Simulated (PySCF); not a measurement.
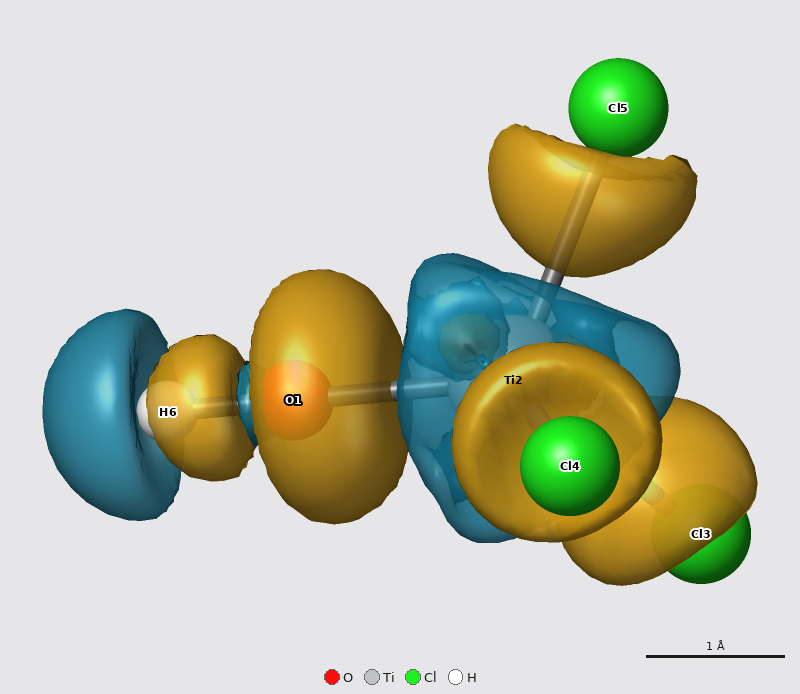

Figure. Cl₃HOTi, SMILES `O[Ti](Cl)(Cl)Cl`. Deformation density (molecule less spherical, spin-averaged free atoms at the same positions), surfaces at ±0.05 e/Å³; yellow: gain, teal: loss.

PySCF calculation, B3LYP/def2-SVP, gas phase; geometry: GFN2-xTB. This is a single-reference result, which may miss multireference character in this system. No frequency check shows the geometry to be a minimum. GFN2-xTB bond lengths at metals and heavier atoms can be off by up to 0.1 Å and shapes distorted, which carries into these values.

Describe the bonding that the map shows.

Answer. O1–H6: +0.67 e/Å³ at the bond critical point (bond length 0.96 Å, Mayer order 0.9). Ti2–Cl3, Ti2–Cl5 and Ti2–Cl4: +0.11 e/Å³ at the bond critical point (bond length 2.13 Å, Mayer order 1.3). O1–Ti2: 0.00 e/Å³ at the bond critical point (bond length 1.67 Å, Mayer order 1.2); up to 0.6 Å beside the axis the gain reaches +0.20 e/Å³. In all, 1.2 electrons gather in the regions of gain relative to the promolecule. A small or negative value marks a very polar bond, one between electron-rich atoms, whose free-atom densities already overlap strongly, a long bond to a heavier atom, or a closed-shell contact such as a hydrogen bond.

Where do the Hirshfeld charges lie?

Answer. The highest Hirshfeld charge is on Ti2 (+0.47 e), the lowest on O1 (−0.29 e).
